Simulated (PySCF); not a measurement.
# Dy³⁺: atomic calculation

- system: Dy³⁺, configuration 1s2 2s2 2p6 3s2 3p6 3d10 4s2 4p6 4d10 4f9 5s2 5p6, multiplicity 6.
- method: unrestricted r2SCAN, x2c-TZVPPall plus 1 even-tempered diffuse shell per l, spin-free X2C-1e, Gaussian nucleus (PySCF)

Input:
```python
from pyscf import gto, scf, dft, mp, cc
import basis_set_exchange as bse
mol = gto.M(atom="Dy 0 0 0", charge=3, spin=5, symmetry="D2h",
            basis=gto.basis.parse(bse.get_basis("x2c-TZVPPall", elements=["Dy"], fmt="nwchem", augment_diffuse=1)),
            nucmod="G")
mf = dft.UKS(mol, xc="R2SCAN").sfx2c1e()
mf.irrep_nelec = {'Ag': (9, 9), 'B1g': (2, 2), 'B2g': (2, 2), 'B3g': (2, 2), 'Au': (1, 0), 'B1u': (6, 4), 'B2u': (6, 6), 'B3u': (6, 4)}
mf.kernel()
```

The script is an equivalent of what the driver set up; the driver started from orbitals of its own, so the log can be shorter than this script's would be, and it computed the properties (radii, ⟨L²⟩, response) afterwards. It held the occupations shell by shell, which the script's counts by irreducible representation don't always enforce.

Log (extracts):
```
damping factor = 0
level_shift factor = 0
DIIS = <class 'pyscf.scf.diis.CDIIS'>
diis_start_cycle = 1
diis_space = 10
diis_damp = 0
SCF conv_tol = 1e-09
SCF conv_tol_grad = None
number electrons alpha = 34  beta = 29
XC functionals = R2SCAN
    J. W. Furness, A. D. Kaplan, J. Ning, J. P. Perdew, and J. Sun.,  J. Phys. Chem. Lett. 11, 8208-8215 (2020)
    J. W. Furness, A. D. Kaplan, J. Ning, J. P. Perdew, and J. Sun.,  J. Phys. Chem. Lett. 11, 9248-9248 (2020)
    J. W. Furness, A. D. Kaplan, J. Ning, J. P. Perdew, and J. Sun.,  J. Phys. Chem. Lett. 11, 8208-8215 (2020)
    J. W. Furness, A. D. Kaplan, J. Ning, J. P. Perdew, and J. Sun.,  J. Phys. Chem. Lett. 11, 9248-9248 (2020)
cycle= 1 E= -12155.3874397809  delta_E= -0.0206  |g|= 0.306  |ddm|= 0.235
cycle= 2 E= -12155.3740721587  delta_E= 0.0134  |g|= 0.503  |ddm|= 0.274
cycle= 3 E= -12155.3960116765  delta_E= -0.0219  |g|= 0.00821  |ddm|= 0.16
cycle= 4 E= -12155.3960210668  delta_E= -9.39e-06  |g|= 0.00113  |ddm|= 0.00528
cycle= 5 E= -12155.3960212086  delta_E= -1.42e-07  |g|= 9.31e-05  |ddm|= 0.000593
cycle= 6 E= -12155.3960212098  delta_E= -1.18e-09  |g|= 3.72e-06  |ddm|= 5.85e-05
cycle= 7 E= -12155.3960212098  delta_E= -2.18e-11  |g|= 3.96e-07  |ddm|= 5.67e-06
converged SCF energy = -12155.3960212098  <S^2> = 8.7545017  2S+1 = 6.0015004
```

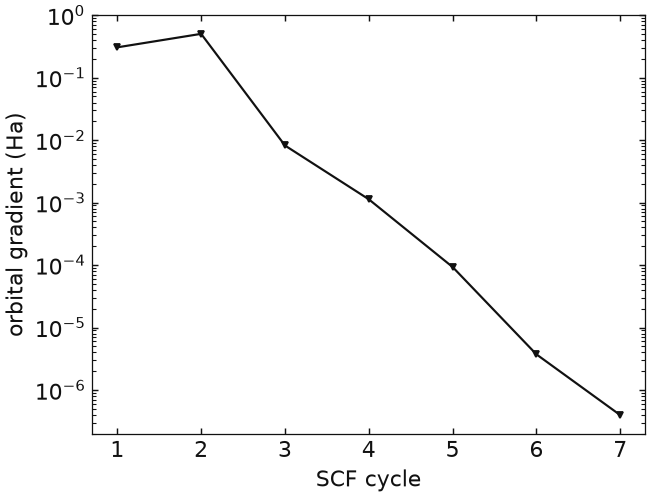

**Figure 1.** Convergence: orbital gradient against the SCF cycle. The residual falls almost steadily, with no more than small rises or pauses. It goes from 0.31 to 4.0×10⁻⁷ in 7 steps.

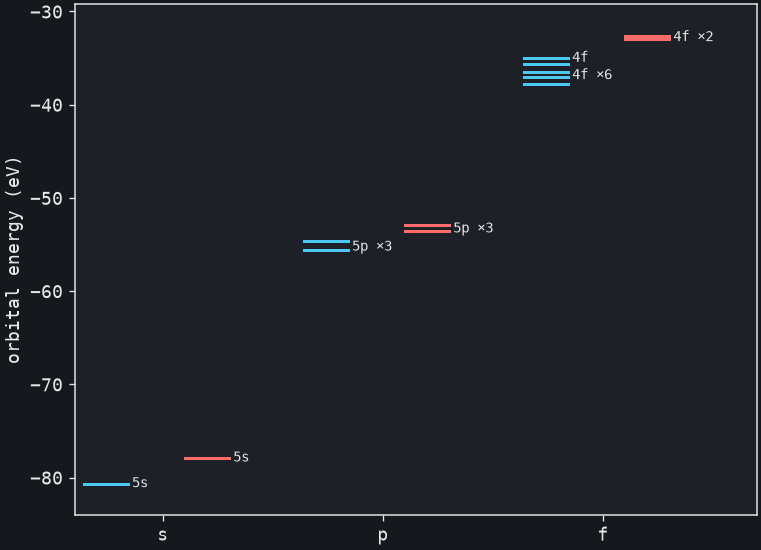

**Figure 2.** Orbital energies of the mean field, from the top down to −80.6 eV, by angular momentum, α spin at the left of each column and β at the right; ×n counts the orbitals under one label. The highest filled orbital is 4f β at −32.6 eV, the lowest empty one f β at −31.7 eV.

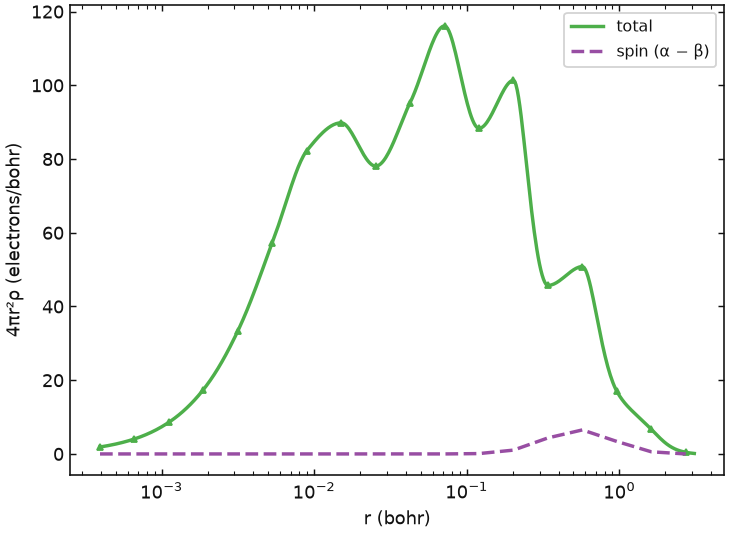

**Figure 3.** Spherically averaged radial density 4πr²ρ of the mean field and its spin part; markers are the stored points, which are sparse, and the line is a monotone interpolation between them. The largest stored value is 116 electrons/bohr at r = 0.072 bohr. Root-mean-square radii of the shells: 4s 0.563, 4p 0.598, 4d 0.656, 4f 0.907, 5s 1.36, 5p 1.57 bohr.

Results in brief:

| quantity | value |
| --- | --- |
| outcome | converged |
| total energy | −12155.3960 hartree |
| ⟨S²⟩ | 8.755 |
| ⟨L²⟩ | 24.01 |
| SCF iterations | 7 |
| hardware | 1 CPU thread, shared host |
| CPU time | 6 s (integrals apart) |

Remarks:

Radii and densities are those of the two-component orbitals, without the picture-change correction, so the innermost s shells come out slightly too small (about 1 % for 1s near Z = 40, more for heavier atoms). ⟨L²⟩ departs from that of the intended term, so the determinant mixes terms.
